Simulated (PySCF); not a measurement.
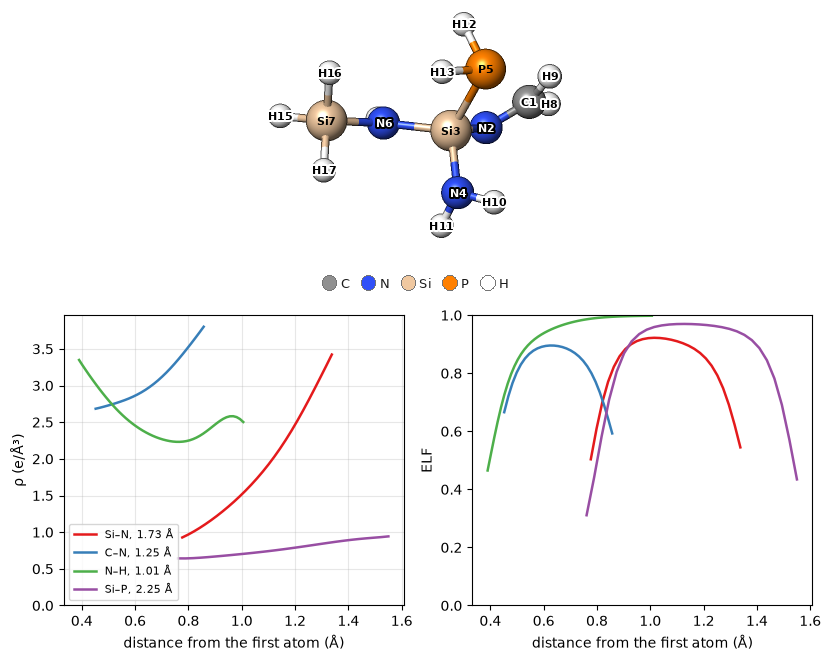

CH10N3PSi2. Electron density and ELF along straight lines between neighbouring atoms. The curves leave out the atomic cores. The structure is drawn too.

Geometry: GFN2-xTB.

Theory: wB97X-D/def2-SVPD, SCF density, gas phase (PySCF 2.14.0).

```yaml
atoms:
  - { symbol: C, position_ang: [-2.8002, 1.0132, 0.1144] }
  - { symbol: N, position_ang: [-1.9550, 0.3326, -0.4991] }
  - { symbol: Si, position_ang: [-0.2265, 0.3781, -0.2319] }
  - { symbol: N, position_ang: [0.6400, 1.1887, -1.4857] }
  - { symbol: P, position_ang: [0.2509, 1.5510, 1.6336] }
  - { symbol: N, position_ang: [0.2077, -1.2941, -0.2653] }
  - { symbol: Si, position_ang: [1.7746, -1.9798, -0.0261] }
  - { symbol: H, position_ang: [-3.8500, 0.9354, -0.1541] }
  - { symbol: H, position_ang: [-2.5557, 1.7019, 0.9349] }
  - { symbol: H, position_ang: [0.5549, 2.1895, -1.5595] }
  - { symbol: H, position_ang: [0.6292, 0.7699, -2.4010] }
  - { symbol: H, position_ang: [-0.2184, 0.5750, 2.4959] }
  - { symbol: H, position_ang: [1.5494, 1.0981, 1.7344] }
  - { symbol: H, position_ang: [-0.5595, -1.9250, -0.4221] }
  - { symbol: H, position_ang: [1.5860, -3.4190, -0.2099] }
  - { symbol: H, position_ang: [2.2539, -1.6856, 1.3308] }
  - { symbol: H, position_ang: [2.7118, -1.4178, -0.9992] }
```

What can be read from the curves?

Answer. Si–N (1.73 Å): ρ at the midpoint is about 1.1 e/Å³; the ELF peaks at about 0.90 between the atoms (a polar covalent bond).
C–N (1.25 Å): ρ at the midpoint is about 2.9 e/Å³; the ELF peaks at about 0.90 between the atoms; a short, multiple covalent bond.
N–H (1.01 Å): ρ is about 2.8 e/Å³ halfway; the ELF climbs to about 1 towards the hydrogen, as it does in any bond to H; a covalent bond by its length.
Si–P (2.25 Å): ρ at the midpoint is about 0.75 e/Å³, with its minimum of 0.64 e/Å³ about 0.8 Å from Si; the ELF peaks at about 0.95 between the atoms (a shared electron pair).
